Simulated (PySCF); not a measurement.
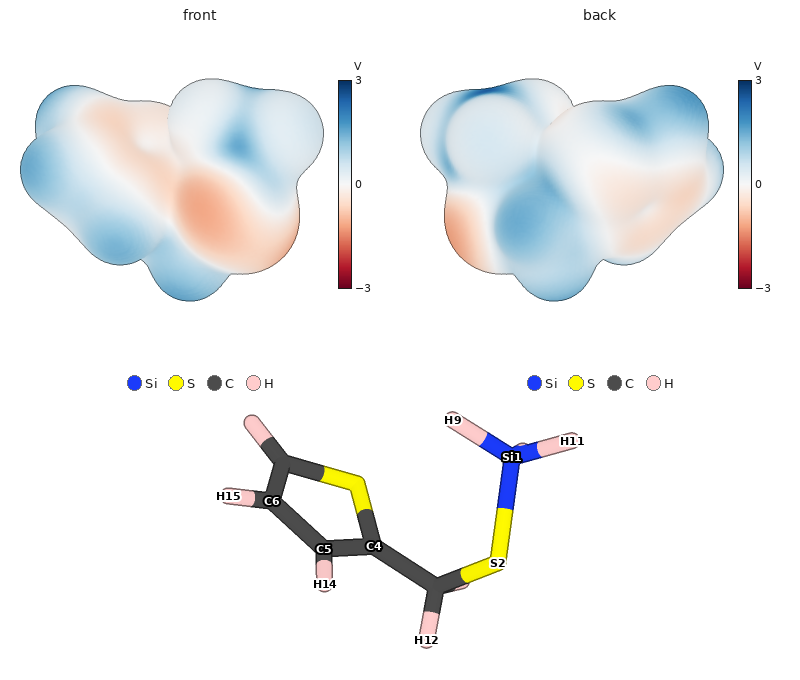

*C5H8S2Si. The electrostatic potential painted on the density surface at 0.004 e/bohr³, seen from the front and from behind; the colour scale runs from red (negative) to blue (positive). The bare structure is drawn below in the same view.*

Geometry: GFN2-xTB.

All numbers below come from PBE0/def2-SVPD, SCF density, gas phase (PySCF 2.14.0).

```yaml
atoms:
  - { symbol: Si, position_ang: [-2.5287, 0.5920, 0.5521] }
  - { symbol: S, position_ang: [-2.0207, -1.0991, -0.6662] }
  - { symbol: C, position_ang: [-0.4819, -1.6954, 0.1628] }
  - { symbol: C, position_ang: [0.5653, -0.6555, 0.2091] }
  - { symbol: C, position_ang: [1.3053, -0.1566, -0.8191] }
  - { symbol: C, position_ang: [2.1920, 0.8668, -0.4180] }
  - { symbol: C, position_ang: [2.1132, 1.1361, 0.9089] }
  - { symbol: S, position_ang: [0.9520, 0.1448, 1.7007] }
  - { symbol: H, position_ang: [-1.6083, 1.6854, 0.2601] }
  - { symbol: H, position_ang: [-2.4197, 0.1682, 1.9429] }
  - { symbol: H, position_ang: [-3.8888, 0.8848, 0.1409] }
  - { symbol: H, position_ang: [-0.1687, -2.5487, -0.4387] }
  - { symbol: H, position_ang: [-0.7577, -2.0321, 1.1612] }
  - { symbol: H, position_ang: [1.2139, -0.5098, -1.8306] }
  - { symbol: H, position_ang: [2.8587, 1.3747, -1.0914] }
  - { symbol: H, position_ang: [2.6665, 1.8535, 1.4813] }
```

Question: Which sites attract a positive test charge, and which a negative one?

Answer: A positive charge is drawn to the negative regions and a negative charge to the positive ones. The most negative region (about −1.1 V) lies over S2, the most positive (about +2.1 V) over Si1.

Question: How polar is the molecule by this calculation?

Answer: Its dipole moment is 1.46 D.
